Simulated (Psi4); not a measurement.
# SiF3 (trifluorosilyl): UB3LYP/aug-cc-pVDZ

Aim: the energy change on altering one bond length of SiF3 (trifluorosilyl) at UB3LYP/aug-cc-pVDZ, from 2 runs. Input form: a Python script.

The results are computed with Psi4 1.11.

### 1 Starting point

SiF3 has 4 atoms, charge 0, and is taken as a doublet. As SMILES, `F[Si](F)F`. Geometry: relaxed at PBE0-D4/def2-TZVP.

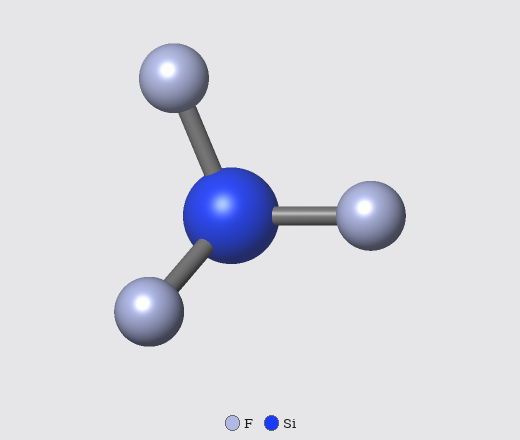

Viewed from a chosen angle; fluorine light blue, silicon blue.

### 2 Energy and gradient at UB3LYP/aug-cc-pVDZ

Contents of run.py:

```python
import psi4

psi4.set_memory(1600000000)
psi4.set_num_threads(1)
psi4.set_output_file('f3si.out', False)

geom = psi4.geometry("""
0 2
F
Si 1 1.58113
F 2 1.581117 1 107.93279
F 2 1.581128 3 107.92824 1 116.38705
symmetry c1
no_reorient
no_com
""")

options = {'basis': 'aug-cc-pVDZ', 'reference': 'uks', 'puream': True, 'e_convergence': 1e-09, 'd_convergence': 1e-08, 'scf_type': 'pk', 'dft_radial_points': 99, 'dft_spherical_points': 590, 'maxiter': 100}
psi4.set_options(options)

energy_value = psi4.gradient("b3lyp")
print('gradient / Eh bohr^-1')
print(energy_value.np.round(6))
```

The run is started by

```console
python run.py
```

f3si.out:

```text
[...]
  Running in c1 symmetry.
[...]
  Nuclear repulsion =  176.798443899773531
[...]
  Multiplicity = 2
[...]
  Nalpha       = 21
  Nbeta        = 20
[...]
    Number of basis functions: 96
[...]
   @UKS iter   1:  -589.04412744921774   -3.21397e-01   7.05246e-03 DIIS/ADIIS
[...]
   @UKS iter  11:  -589.19246826759218   -9.09495e-13   6.99200e-10 DIIS
[...]
   @S^2 Observed:                7.509679207E-01
[...]
    Orbital Energies [Eh]
    ---------------------
    Alpha Occupied:
       1A    -66.294567     2A    -24.743400     3A    -24.743384
       4A    -24.743377     5A     -5.427302     6A     -3.786707
       7A     -3.786239     8A     -3.786238     9A     -1.259594
      10A     -1.231988    11A     -1.231966    12A     -0.617012
      13A     -0.544306    14A     -0.544289    15A     -0.514143
      16A     -0.487287    17A     -0.487280    18A     -0.463550
      19A     -0.463531    20A     -0.447361    21A     -0.283247
    Alpha Virtual:
      22A      0.000018    23A      0.000037    24A      0.007670
      25A      0.019935    26A      0.069912    27A      0.069938
[...]
  @UKS Final Energy:  -589.19246826759218
   => Energetics <=
    Nuclear Repulsion Energy =            176.7984438997735310
    One-Electron Energy =               -1170.3445567709654824
    Two-Electron Energy =                 446.6675705326825323
    DFT Exchange-Correlation Energy =     -42.3139259290827994
    Empirical Dispersion Energy =           0.0000000000000000
    VV10 Nonlocal Energy =                  0.0000000000000000
    Total Energy =                       -589.1924682675922895
[...]
 Multipole Moments:
 ------------------------------------------------------------------------------------
     Multipole            Electronic (a.u.)      Nuclear  (a.u.)        Total (a.u.)
 ------------------------------------------------------------------------------------
 L = 1.  Multiply by 2.5417464519 to convert [e a0] to [Debye]
 Dipole X            :         -0.0422348            0.4251358            0.3829011
 Dipole Y            :         -0.0263489            0.2635390            0.2371901
 Dipole Z            :         -0.0190286            0.1918256            0.1727970
 Magnitude           :                                                    0.4824222
[...]
  -Total Gradient:
     Atom            X                  Y                   Z
    ------   -----------------  -----------------  -----------------
       1        0.000252729506     0.000147306205     0.036349853891
       2       -0.031719242306    -0.019691354076    -0.014305441126
       3        0.000248901012     0.034727866987    -0.011056453308
       4        0.031201574234    -0.015170595259    -0.011069712267
[...]
```

The script printed:

```text
gradient / Eh bohr^-1
[[ 0.000253  0.000147  0.03635 ]
 [-0.031719 -0.019691 -0.014305]
 [ 0.000249  0.034728 -0.011056]
 [ 0.031202 -0.015171 -0.01107 ]]
```

Wall time 53 s (1 thread of Intel Xeon Platinum 8259CL at 2.50GHz (Skylake/Cascade Lake), shared host); peak memory 0.74 GiB.

### 3 The distorted shape: the energy at UB3LYP/aug-cc-pVDZ

Contents of f3si.py:

```python
import psi4

psi4.set_memory('1600 MB')
psi4.set_num_threads(1)
psi4.core.set_output_file('f3si.out', False)

m = psi4.geometry("""
0 2
F      1.78577229    -1.16228550     2.43644846
Si    -0.53432006     0.40262505     0.44272504
F     -1.87887910    -1.68610813    -1.21762613
F      0.93004761     2.24164982    -1.40149648
units au
symmetry c1
no_reorient
no_com
""")

options = {'basis': 'aug-cc-pVDZ', 'reference': 'uks', 'puream': True, 'e_convergence': 1e-09, 'd_convergence': 1e-08, 'scf_type': 'pk', 'dft_radial_points': 99, 'dft_spherical_points': 590, 'maxiter': 100}
psi4.set_options(options)

E, wfn = psi4.energy("b3lyp", molecule=m, return_wfn=True)
psi4.oeprop(wfn, "MULLIKEN_CHARGES", "LOWDIN_CHARGES", "MAYER_INDICES")
print('E =', round(E, 9))
for k, v in sorted(psi4.core.scalar_variables().items()):
    print(f'{k:45s} {v:18.10f}')
```

The run is started by

```console
python f3si.py
```

f3si.out (excerpt; [...] marks lines left out):

```text
[...]
  Running in c1 symmetry.
[...]
  Nuclear repulsion =  168.918896827710569
[...]
  Multiplicity = 2
[...]
  Nalpha       = 21
  Nbeta        = 20
[...]
    Number of basis functions: 96
[...]
   @UKS iter   1:  -589.02443826857723   -4.65618e-01   7.10400e-03 DIIS/ADIIS
[...]
   @UKS iter  12:  -589.18108209760544   -6.93490e-12   8.22390e-09 DIIS
[...]
   @S^2 Observed:                7.515122213E-01
[...]
  @UKS Final Energy:  -589.18108209760544
   => Energetics <=
    Nuclear Repulsion Energy =            168.9188968277105687
    One-Electron Energy =               -1154.6797478682337896
    Two-Electron Energy =                 438.8243005166461899
    DFT Exchange-Correlation Energy =     -42.2445315737285654
    Empirical Dispersion Energy =           0.0000000000000000
    VV10 Nonlocal Energy =                  0.0000000000000000
    Total Energy =                       -589.1810820976055538
[...]
 Multipole Moments:
 ------------------------------------------------------------------------------------
     Multipole            Electronic (a.u.)      Nuclear  (a.u.)        Total (a.u.)
 ------------------------------------------------------------------------------------
 L = 1.  Multiply by 2.5417464519 to convert [e a0] to [Debye]
 Dipole X            :         -0.6784156            0.0519864           -0.6264293
 Dipole Y            :          0.2711883            0.1760564            0.4472447
 Dipole Z            :         -4.5614657            4.5540832           -0.0073825
 Magnitude           :                                                    0.7697376
[...]
  Mulliken Charges: (a.u.)
   Center  Symbol    Alpha    Beta     Spin     Total
       1     F     4.78614  4.72400  0.06214 -0.51014
       2    SI     6.66980  5.73844  0.93136  1.59176
       3     F     4.77202  4.76877  0.00324 -0.54079
       4     F     4.77205  4.76879  0.00326 -0.54084
   Total alpha = 21.00000, Total beta = 20.00000, Total charge =  0.00000
  Lowdin Charges: (a.u.)
   Center  Symbol    Alpha    Beta     Spin     Total
       1     F     4.73679  4.61265  0.12414 -0.34944
       2    SI     6.86687  6.19846  0.66841  0.93468
[...]
```

On the terminal:

```text
E = -589.181082098
CURRENT ENERGY                                   -589.1810820976
CURRENT REFERENCE ENERGY                         -589.1810820976
DD SOLVATION ENERGY                                 0.0000000000
DFT FUNCTIONAL TOTAL ENERGY                      -589.1810820976
DFT TOTAL ENERGY                                 -589.1810820976
DFT VV10 ENERGY                                     0.0000000000
DFT XC ENERGY                                     -42.2445315737
GRID ELECTRONS ALPHA                               21.0000009144
GRID ELECTRONS BETA                                20.0000009905
GRID ELECTRONS TOTAL                               41.0000019049
NUCLEAR REPULSION ENERGY                          168.9188968277
ONE-ELECTRON ENERGY                             -1154.6797478682
PCM POLARIZATION ENERGY                             0.0000000000
PE ENERGY                                           0.0000000000
SCF ITERATION ENERGY                             -589.1810820976
SCF ITERATIONS                                     12.0000000000
SCF TOTAL ENERGY                                 -589.1810820976
TWO-ELECTRON ENERGY                               438.8243005166
XC GRID RADIAL POINTS                              99.0000000000
XC GRID SPHERICAL POINTS                          590.0000000000
XC GRID TOTAL POINTS                           228558.0000000000
```

Wall time 33 s (1 thread of Intel Xeon Platinum 8259CL at 2.50GHz (Skylake/Cascade Lake), shared host); peak memory 0.73 GiB.

### 4 Results

Level: UB3LYP/aug-cc-pVDZ.

```
                                                          quantity          value
                                         first shape: total energy  -589.19247 Eh
                                        first shape: dipole moment         1.23 D
                   first shape: HOMO energy (highest over α and β)       -7.71 eV
                    first shape: LUMO energy (lowest over α and β)       -4.08 eV
                                                 first shape: ⟨S²⟩          0.751
                             first shape: largest force on an atom     2.056 eV/Å
                                     distorted shape: total energy  -589.18108 Eh
                                    distorted shape: dipole moment         1.96 D
               distorted shape: HOMO energy (highest over α and β)       -8.22 eV
                distorted shape: LUMO energy (lowest over α and β)       -4.70 eV
                                             distorted shape: ⟨S²⟩          0.752
energy change with the F1–Si2 bond stretched from 1.581 to 1.818 Å       0.310 eV
```

What this shows: With the F1–Si2 bond stretched from 1.581 to 1.818 Å the energy rises by 0.31 eV (7.1 kcal/mol). The first shape isn't relaxed at this level, so the change isn't measured from a minimum. The largest force (first shape) is 2.06 eV/Å: the shape isn't a stationary point for this species at this level.
